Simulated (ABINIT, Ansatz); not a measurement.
# SnH2 (Fm-3m): zone-centre phonons

Which modes does SnH2 (Fm-3m) have at the zone centre?

Calculated with ABINIT 10.8.3; DFT LDA, scalar-relativistic, plane waves, HGH norm-conserving pseudopotentials.

The structure was built from a prototype and need not be the compound's stable phase.

## (1) The structure

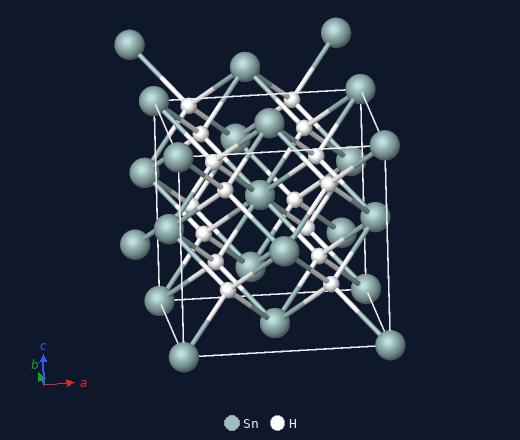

The starting structure, seen slightly off an axis (tin teal, hydrogen white). 1×2×1 cells are drawn. This picture shows the conventional cell, with its axes. Some periodic images of atoms are drawn too.

## (2) Relaxing the cell and atoms

The harmonic expansion needs vanishing forces, and a free crystal bears no stress, so cell and atoms are brought to rest. Stress is more sensitive to the basis than forces are: the last 3 Ha under the cutoff are smoothed with ecutsm.

The starting cell comes from a relaxation made beforehand in Ansatz (LDA, PseudoDojo NC).

Input file relax.abi:

```
# relaxation
ionmov 2
optcell 2
dilatmx 1.08
ntime 40
tolmxf 1.0d-05
tolvrs 1.0d-14
prtwf 0
prtden 0
chksymtnons 0

# basis, mesh and filling
ecut 43.0
ecutsm 3.0
ixc 7
ngkpt 10 10 10
nshiftk 1
shiftk 0.0 0.0 0.0
istwfk *1
occopt 6
tsmear 0.01
nband 8
nstep 100
diemac 1000000.0
prtebands 0
prtgsr 0
useylm 1

# cell and atoms
acell 6.999511673 6.999511673 6.999511673
rprim 
    -0.7071067812 0.0 0.7071067812
    0.0 0.7071067812 0.7071067812
    -0.7071067812 0.7071067812 0.0
ntypat 2
znucl 50 1
natom 3
typat 1 2 2
xred 
    0.0 0.0 0.0
    0.75 0.75 0.75
    0.25 0.25 0.25
pp_dirpath "./pseudo"
pseudos "Sn.hgh, H.hgh"
```

Started as:

```sh
> OMP_NUM_THREADS=1 mpirun -n 2 abinit relax.abi > relax.log
```

Numbers of over 12 decimals in the logs are rounded to 6 here.

relax.abo, the main output file:

```text
[banners, grids, parts of the stress and lines that vanish by symmetry left out]
- input  file    -> relax.abi
- output file    -> relax.abo
- root for input  files -> relaxi
[...]
Symmetries : space group Fm -3 m (#225); Bravais cF (face-center cubic)
[...]
mpw =        4140          nfft =      110592          nkpt =          47
[...]
== DATASET  1 ==================================================================
[...]
cutoff_energies: {ecut:  43.0, pawecutdg:  -1.0, }
[...]
Exchange-correlation functional for the present dataset will be:
  LDA: Perdew-Wang 92 LSD fit to Ceperley-Alder data - ixc=7
[...]
ETOT  1  -4.654183    -4.654E+00 4.054E-02 3.092E+01
 ETOT  2  -4.662893    -8.710E-03 3.362E-03 6.227E-01
 ETOT  3  -4.662910    -1.625E-05 2.488E-04 1.513E-02
 ETOT  4  -4.662910    -8.764E-07 3.746E-04 1.092E-03
 ETOT  5  -4.662910    -5.006E-08 1.399E-05 7.114E-06
[...]
At SCF step   10       vres2   =  9.98E-18 < tolvrs=  1.00E-14 =>converged.
[...]
sigma(1 1)=  5.55650957E-06  sigma(3 2)=  0.00000000E+00
  sigma(2 2)=  5.55650957E-06  sigma(3 1)=  0.00000000E+00
  sigma(3 3)=  5.55650957E-06  sigma(2 1)=  0.00000000E+00
[...]
convergence: {deltae: -1.039E-13, res2:  9.981E-18, residm:  7.386E-06, diffor: null, }
etotal    :  -4.66291044E+00
[...]
ETOT  1  -4.662911    -4.663E+00 1.095E-05 4.041E-04
[...]
At SCF step    7       vres2   =  2.73E-16 < tolvrs=  1.00E-14 =>converged.
[...]
sigma(1 1)=  4.64321267E-06  sigma(3 2)=  0.00000000E+00
  sigma(2 2)=  4.64321267E-06  sigma(3 1)=  0.00000000E+00
  sigma(3 3)=  4.64321267E-06  sigma(2 1)=  0.00000000E+00
[...]
convergence: {deltae:  7.905E-14, res2:  2.726E-16, residm:  2.801E-06, diffor: null, }
etotal    :  -4.66291106E+00
[...]
ETOT  1  -4.662911    -4.663E+00 5.993E-02 1.038E-02
[...]
ETOT  6  -4.662912     1.261E-13 1.343E-06 3.318E-12
 ETOT  7  -4.662912    -1.776E-15 1.384E-06 6.752E-15
 At SCF step    7       vres2   =  6.75E-15 < tolvrs=  1.00E-14 =>converged.
[...]
sigma(1 1)= -2.12970136E-08  sigma(3 2)=  0.00000000E+00
  sigma(2 2)= -2.12970136E-08  sigma(3 1)=  0.00000000E+00
  sigma(3 3)= -2.12970136E-08  sigma(2 1)=  0.00000000E+00
[...]
convergence: {deltae: -1.776E-15, res2:  6.752E-15, residm:  1.384E-06, diffor: null, }
etotal    :  -4.66291248E+00
[...]
At Broyd/MD step   3, gradients are converged :
[...]
sigma(1 1)= -2.12970136E-08  sigma(3 2)=  0.00000000E+00
  sigma(2 2)= -2.12970136E-08  sigma(3 1)=  0.00000000E+00
  sigma(3 3)= -2.12970136E-08  sigma(2 1)=  0.00000000E+00
[...]
- sigma(1 1)= -6.26579774E-04  sigma(3 2)=  0.00000000E+00
- sigma(2 2)= -6.26579774E-04  sigma(3 1)=  0.00000000E+00
- sigma(3 3)= -6.26579774E-04  sigma(2 1)=  0.00000000E+00
[...]
fcart     -0.0000000000E+00 -0.0000000000E+00 -0.0000000000E+00
           strten     -2.1297013637E-08 -2.1297013637E-08 -2.1297013637E-08
================================================================================

[key lines of the parts left out:]
pressure_GPa:   6.2658E-04
Total energy (etotal) [Ha]= -4.66291248158630E+00
```

Elapsed: 62 s, on 2 MPI ranks of Intel Xeon at 2.70GHz, shared host; 2.1 min of CPU time.

The steps of the relaxation:

| step | energy less that of the first step (eV) | largest force (eV/Å) | volume (Å³) |
| --- | --- | --- | --- |
| 1 | 0.0000 | 0.0000 | 35.93 |
| 2 | 0.0000 | 0.0000 | 35.91 |
| 3 | -0.0001 | 0.0000 | 35.82 |

| conventional cell, symmetrised | before | after | change |
| --- | --- | --- | --- |
| a (Å) | 5.238 | 5.233 | -0.1 % |
| b (Å) | 5.238 | 5.233 | -0.1 % |
| c (Å) | 5.238 | 5.233 | -0.1 % |
| volume (Å³/atom) | 11.98 | 11.94 | -0.3 % |

Final coordinates:

```xyz
3
Lattice="-2.6165 0.0000 2.6165 0.0000 2.6165 2.6165 -2.6165 2.6165 0.0000" Properties=species:S:1:pos:R:3 pbc="T T T"
Sn    0.0000    0.0000    0.0000
H    -3.9247    3.9247    3.9247
H    -1.3082    1.3082    1.3082
```

Numbers from this step:

* volume per atom: 11.94 Å³
* pressure: 6.27e-4 GPa
* gap on the k-mesh: 0 eV

The volume changes by -0.3 % from the cell with which this run began.

## (3) Self-consistent run for the response

The response is built on these wavefunctions, so the potential is converged far more tightly than an energy would need. ecutsm is kept as in the relaxation, so that the cell stays at rest. Occupations are smeared.

Input file gs.abi:

```
# ground state
tolvrs 1.0d-16
prtden 1
prtwf 1

# basis, mesh and filling
ecut 43.0
ecutsm 3.0
ixc 7
ngkpt 12 12 12
nshiftk 1
shiftk 0.0 0.0 0.0
istwfk *1
occopt 6
tsmear 0.01
nband 8
nstep 100
diemac 1000000.0
prtebands 0
prtgsr 0
useylm 1

# cell and atoms
acell 6.992430934 6.992430934 6.992430934
rprim 
    -0.7071067812 0.0 0.7071067812
    0.0 0.7071067812 0.7071067812
    -0.7071067812 0.7071067812 0.0
ntypat 2
znucl 50 1
natom 3
typat 1 2 2
xred 
    0.0 0.0 0.0
    0.75 0.75 0.75
    0.25 0.25 0.25
pp_dirpath "./pseudo"
pseudos "Sn.hgh, H.hgh"
```

Started as:

```sh
> OMP_NUM_THREADS=1 mpirun -n 2 abinit gs.abi > gs.log
```

gs.abo, the main output file:

```text
[banners, grids, parts of the stress and lines that vanish by symmetry left out]
- input  file    -> gs.abi
- output file    -> gs.abo
- root for input  files -> gsi
[...]
Symmetries : space group Fm -3 m (#225); Bravais cF (face-center cubic)
[...]
mpw =        3287          nfft =       91125          nkpt =          72
[...]
== DATASET  1 ==================================================================
[...]
cutoff_energies: {ecut:  43.0, pawecutdg:  -1.0, }
[...]
Exchange-correlation functional for the present dataset will be:
  LDA: Perdew-Wang 92 LSD fit to Ceperley-Alder data - ixc=7
[...]
ETOT  1  -4.652454    -4.652E+00 3.188E-02 2.528E+01
 ETOT  2  -4.662780    -1.033E-02 2.550E-03 5.055E-01
 ETOT  3  -4.662797    -1.744E-05 7.741E-04 1.256E-02
 ETOT  4  -4.662798    -1.096E-06 4.914E-04 8.817E-04
 ETOT  5  -4.662798    -5.253E-08 2.024E-04 3.515E-06
[...]
ETOT  9  -4.662798    -1.865E-14 4.726E-05 3.155E-14
 ETOT 10  -4.662798    -5.507E-14 3.550E-05 8.769E-18
 At SCF step   10       vres2   =  8.77E-18 < tolvrs=  1.00E-16 =>converged.
[...]
sigma(1 1)=  1.23063611E-05  sigma(3 2)=  0.00000000E+00
  sigma(2 2)=  1.23063611E-05  sigma(3 1)=  0.00000000E+00
  sigma(3 3)=  1.23063611E-05  sigma(2 1)=  0.00000000E+00
[...]
convergence: {deltae: -5.507E-14, res2:  8.769E-18, residm:  3.550E-05, diffor: null, }
etotal    :  -4.66279846E+00
[...]
sigma(1 1)=  1.23063611E-05  sigma(3 2)=  0.00000000E+00
  sigma(2 2)=  1.23063611E-05  sigma(3 1)=  0.00000000E+00
  sigma(3 3)=  1.23063611E-05  sigma(2 1)=  0.00000000E+00
[...]
- sigma(1 1)=  3.62065643E-01  sigma(3 2)=  0.00000000E+00
- sigma(2 2)=  3.62065643E-01  sigma(3 1)=  0.00000000E+00
- sigma(3 3)=  3.62065643E-01  sigma(2 1)=  0.00000000E+00
[...]
fcart     -0.0000000000E+00 -0.0000000000E+00 -0.0000000000E+00
           strten      1.2306361059E-05  1.2306361059E-05  1.2306361059E-05
================================================================================

[key lines of the parts left out:]
pressure_GPa:  -3.6207E-01
```

It took 41 s on 2 MPI ranks.

Read from the output:

* pressure: -0.3621 GPa

The cell stands at -0.36 GPa, so the frequencies below are those of a cell under stress.

## (4) Linear response at Γ

At q = 0 one unit cell holds all displacements. The response is solved for single atoms along the cell's directions, and symmetry skips those that follow from others. The crystal is treated as a metal, which screens a static field, so no field response is asked.

Input file dfpt_gamma.abi:

```

# common to the responses
getwfk_filepath "gso_WFK"
kptopt 2
nqpt 1
qpt 0.0 0.0 0.0
asr 0
chneut 0

# displacements
rfphon 1
rfatpol 1 3
rfdir 1 1 1
tolvrs 1.0d-10
prtwf 0

# basis, mesh and filling
ecut 43.0
ecutsm 3.0
ixc 7
ngkpt 12 12 12
nshiftk 1
shiftk 0.0 0.0 0.0
istwfk *1
occopt 6
tsmear 0.01
nband 8
nstep 100
diemac 1000000.0
prtebands 0
prtgsr 0
useylm 1

# cell and atoms
acell 6.992430934 6.992430934 6.992430934
rprim 
    -0.7071067812 0.0 0.7071067812
    0.0 0.7071067812 0.7071067812
    -0.7071067812 0.7071067812 0.0
ntypat 2
znucl 50 1
natom 3
typat 1 2 2
xred 
    0.0 0.0 0.0
    0.75 0.75 0.75
    0.25 0.25 0.25
pp_dirpath "./pseudo"
pseudos "Sn.hgh, H.hgh"
```

Started as:

```sh
> OMP_NUM_THREADS=1 mpirun -n 2 abinit dfpt_gamma.abi > dfpt_gamma.log
```

dfpt_gamma.abo, the main output file:

```text
[banners, grids, parts of the stress and lines that vanish by symmetry left out]
- input  file    -> dfpt_gamma.abi
- output file    -> dfpt_gamma.abo
- root for input  files -> dfpt_gammai
- root for output files -> dfpt_gammao

 Symmetries : space group Fm -3 m (#225); Bravais cF (face-center cubic)
================================================================================
 Values of the parameters that define the memory need of the present run (RF).
     intxc =       0      iscf =       7    lmnmax =      14     lnmax =       6
     mgfft =      45  mpssoang =       3    mqgrid =    3001     natom =       3
  nloc_mem =       1    nspden =       1   nspinor =       1    nsppol =       1
      nsym =      48    n1xccc =       0    ntypat =       2    occopt =       6
   xclevel =       1
-    mband =           8        mffmem =           1         mkmem =         434
-   mkqmem =         434        mk1mem =         434           mpw =        3287
      nfft =       91125          nkpt =         868
- my_mband =           8
================================================================================
================================================================================

--------------------------------------------------------------------------------
------------- Echo of variables that govern the present computation ------------
--------------------------------------------------------------------------------
-
- outvars: echo of selected default values
-   iomode0 =  0 , fftalg0 =312 , wfoptalg0 =  0
-
- outvars: echo of global parameters not present in the input file
-  max_nthreads =    1
-
 -outvars: echo values of preprocessed input variables
 [... echo left out ...]
================================================================================

 chkinp: Checking input parameters for consistency.

[...]
== DATASET  1 ==================================================================
-   mpi_nproc: 2, omp_nthreads: 1 (-1 if OMP is not activated)

--- !DatasetInfo
iteration_state: {dtset: 1, }
dimensions: {natom: 3, nkpt: 868, mband: 8, nsppol: 1, nspinor: 1, nspden: 1, mpw: 3287, }
cutoff_energies: {ecut:  43.0, pawecutdg:  -1.0, }
electrons: {nelect:   6.00000000E+00, charge:   0.00000000E+00, occopt:   6.00000000E+00, tsmear:   1.00000000E-02, }
meta: {optdriver: 1, rfphon: 1, }
...

 mkfilename: getwfk from: gso_WFK

 Exchange-correlation functional for the present dataset will be:
  LDA: Perdew-Wang 92 LSD fit to Ceperley-Alder data - ixc=7
 Citation for XC functional:
  J.P.Perdew and Y.Wang, PRB 45, 13244 (1992)

 Real(R)+Recip(G) space primitive vectors, cartesian coordinates (Bohr,Bohr^-1):
 R(1)= -4.9443953  0.0000000  4.9443953  G(1)= -0.1011246 -0.1011246  0.1011246
 R(2)=  0.0000000  4.9443953  4.9443953  G(2)=  0.1011246  0.1011246  0.1011246
 R(3)= -4.9443953  4.9443953  0.0000000  G(3)= -0.1011246  0.1011246 -0.1011246
 Unit cell volume ucvol=  2.4175171E+02 bohr^3
 Angles (23,13,12)=  6.00000000E+01  6.00000000E+01  6.00000000E+01 degrees
 setup1 : take into account q-point for computing boxcut.

 getcut: wavevector=  0.0000  0.0000  0.0000  ngfft=  45  45  45
         ecut(hartree)=     43.000   => boxcut(ratio)=   2.13170

--- Pseudopotential description ------------------------------------------------
- pspini: atom type   1  psp file is ./pseudo/Sn.hgh

- pspini: atom type   2  psp file is ./pseudo/H.hgh

   1.51667852E+02                                ecore*ucvol(ha*bohr**3)
--------------------------------------------------------------------------------

 ==>  initialize data related to q vector <==

 The list of irreducible perturbations for this q vector is:
    1)    idir= 1    ipert=   1
    2)    idir= 1    ipert=   2

[...]
The perturbation idir=   2  ipert=   1 is
 symmetric of a previously calculated perturbation.
 So, its SCF calculation is not needed.

 The perturbation idir=   3  ipert=   1 is
 symmetric of a previously calculated perturbation.
 So, its SCF calculation is not needed.

 The perturbation idir=   2  ipert=   2 is
 symmetric of a previously calculated perturbation.
 So, its SCF calculation is not needed.

 The perturbation idir=   3  ipert=   2 is
 symmetric of a previously calculated perturbation.
 So, its SCF calculation is not needed.

 The perturbation idir=   1  ipert=   3 is
 symmetric of a previously calculated perturbation.
 So, its SCF calculation is not needed.

 The perturbation idir=   2  ipert=   3 is
 symmetric of a previously calculated perturbation.
 So, its SCF calculation is not needed.

 The perturbation idir=   3  ipert=   3 is
 symmetric of a previously calculated perturbation.
 So, its SCF calculation is not needed.

--------------------------------------------------------------------------------
 Perturbation wavevector (in red.coord.)   0.000000  0.000000  0.000000
 Perturbation : displacement of atom   1   along direction   1
 Found     4 symmetries that leave the perturbation invariant.

[...]
dfpt_looppert : total number of electrons, from k and k+q
  fully or partially occupied states are    6.000000E+00 and    6.000000E+00.
 Initialisation of the first-order wave-functions :
  ireadwf=   0

--- !BeginCycle
iteration_state: {dtset: 1, }
solver: {iscf: 7, nstep: 100, nline: 4, wfoptalg: 0, }
tolerances: {tolvrs: 1.00E-10, }
...

     iter   2DEtotal(Ha)        deltaE(Ha) residm    vres2
-ETOT  1  0.543014     -4.933E+01 6.604E-01 8.037E+03
 ETOT  2 -0.357776     -9.008E-01 2.633E-03 1.410E+02
 ETOT  3 -0.372739     -1.496E-02 1.888E-04 7.131E-01
 ETOT  4 -0.372795     -5.600E-05 2.532E-07 1.200E-02
 ETOT  5 -0.372795     -7.946E-07 4.457E-09 8.816E-05
[...]
At SCF step    8       vres2   =  2.04E-12 < tolvrs=  1.00E-10 =>converged.
[...]
Mean square residual over all n,k,spin=   41.780E-18; max=  40.115E-15

 Thirteen components of 2nd-order total energy (hartree) are
 1,2,3: 0th-order hamiltonian combined with 1st-order wavefunctions
     kin0=   4.57420313E+01 eigvalue=   2.05971483E+00  local=  -1.20390250E+01
 4,5,6: 1st-order hamiltonian combined with 1st and 0th-order wfs
 loc psp =  -3.51337823E+01  Hartree=   4.26218909E+00     xc=  -4.38487699E+00
 note that "loc psp" includes a xc core correction that could be resolved
 7,8,9: eventually, occupation + non-local contributions
    edocc=   4.70457868E+00     enl0=   9.90617096E+00   enl1=  -6.53677833E+01
 1-9 gives the relaxation energy (to be shifted if some occ is /=2.0)
   erelax=  -5.02507828E+01
 10,11,12 Non-relaxation  contributions : frozen-wavefunctions and Ewald
 fr.local=   1.18797503E+01 fr.nonlo=   3.12208014E+01  Ewald=   6.77743574E+00
 13,14 Frozen wf xc core corrections (1) and (2)
 frxc 1  =   0.00000000E+00  frxc 2 =   0.00000000E+00
 Resulting in :
 2DEtotal=   -0.3727953623E+00 Ha. Also 2DEtotal=   -0.101442785936E+02 eV
    (2DErelax=   -5.0250782793E+01 Ha. 2DEnonrelax=    4.9877987430E+01 Ha)
    (  non-var. 2DEtotal :   -3.7279538646E-01 Ha)

[...]
Perturbation wavevector (in red.coord.)   0.000000  0.000000  0.000000
 Perturbation : displacement of atom   2   along direction   1
 Found     2 symmetries that leave the perturbation invariant.

--------------------------------------------------------------------------------

--------------------------------------------------------------------------------

 dfpt_looppert : total number of electrons, from k and k+q
  fully or partially occupied states are    6.000000E+00 and    6.000000E+00.
 Initialisation of the first-order wave-functions :
  ireadwf=   0

--- !BeginCycle
iteration_state: {dtset: 1, }
solver: {iscf: 7, nstep: 100, nline: 4, wfoptalg: 0, }
tolerances: {tolvrs: 1.00E-10, }
...

     iter   2DEtotal(Ha)        deltaE(Ha) residm    vres2
-ETOT  1   2.391549     -4.932E+01 6.268E-01 1.520E+04
[...]
ETOT  7  0.294860     -1.460E-10 3.806E-11 6.814E-09
 ETOT  8  0.294860     -2.892E-12 2.521E-13 2.136E-11

 At SCF step    8       vres2   =  2.14E-11 < tolvrs=  1.00E-10 =>converged.
[...]
Mean square residual over all n,k,spin=   47.841E-17; max=  25.214E-14

 Thirteen components of 2nd-order total energy (hartree) are
 1,2,3: 0th-order hamiltonian combined with 1st-order wavefunctions
     kin0=   5.37740226E+01 eigvalue=   1.25843323E+00  local=  -1.25773844E+01
 4,5,6: 1st-order hamiltonian combined with 1st and 0th-order wfs
 loc psp =  -1.02838808E+02  Hartree=   9.94416481E+00     xc=  -6.12477923E+00
 note that "loc psp" includes a xc core correction that could be resolved
 7,8,9: eventually, occupation + non-local contributions
    edocc=   4.96463405E+00     enl0=   1.80313092E-01   enl1=   0.00000000E+00
 1-9 gives the relaxation energy (to be shifted if some occ is /=2.0)
   erelax=  -5.14194041E+01
 10,11,12 Non-relaxation  contributions : frozen-wavefunctions and Ewald
 fr.local=   4.74783668E+01 fr.nonlo=   0.00000000E+00  Ewald=   4.23589734E+00
 13,14 Frozen wf xc core corrections (1) and (2)
 frxc 1  =   0.00000000E+00  frxc 2 =   0.00000000E+00
 Resulting in :
 2DEtotal=    0.2948600373E+00 Ha. Also 2DEtotal=    0.802355036291E+01 eV
    (2DErelax=   -5.1419404107E+01 Ha. 2DEnonrelax=    5.1714264144E+01 Ha)
    (  non-var. 2DEtotal :    2.9486002415E-01 Ha)

[...]
---- first-order wavefunction calculations are completed ----

 ==> Compute Derivative Database <==

 [... matrices left out ...]
  Phonon wavevector (reduced coordinates) :  0.00000  0.00000  0.00000
 Phonon energies in Hartree :
  -1.452828E-03 -1.452828E-03 -1.452828E-03 -3.277054E-06 -3.277054E-06
  -3.277052E-06  2.939306E-03  2.939306E-03  2.939306E-03
 Phonon frequencies in cm-1    :
- -3.188588E+02 -3.188588E+02 -3.188588E+02 -7.192302E-01 -7.192301E-01
- -7.192298E-01  6.451031E+02  6.451031E+02  6.451031E+02

== END DATASET(S) ==============================================================
================================================================================

 -outvars: echo values of variables after computation
            acell      6.9924309340E+00  6.9924309340E+00  6.9924309340E+00 Bohr
           etotal      2.9486003728E-01
            fcart      0.0000000000E+00  0.0000000000E+00  0.0000000000E+00
           strten      0.0000000000E+00  0.0000000000E+00  0.0000000000E+00
================================================================================
```

It took 4.3 min on 2 MPI ranks.

Read from the output:

* largest acoustic frequency at the zone centre before the sum rule: -0.72 cm⁻¹
* highest optical zone-centre mode (no LO-TO term): 645.1 cm⁻¹
* lowest optical zone-centre mode: -318.9 cm⁻¹

The acoustic modes at Γ come out as far as 0.7 cm⁻¹ from zero, where they should vanish, a small numerical error. The lowest optical mode is imaginary, 319i cm⁻¹, an instability at this level and on this k mesh.

(Continued in part 2 of 2.)

[Host names and launcher messages were left out of these logs when they were recorded.]

[Logs are printed without paths, hosts, clocks, repeated set-up lines and the standing remarks that a program may print on its own settings, such as how far it seeks lower states.]

[Hosts, paths, dates, database ids (printed as entryN), source tags and the programs' standing remarks are cut or masked in the printed files.]
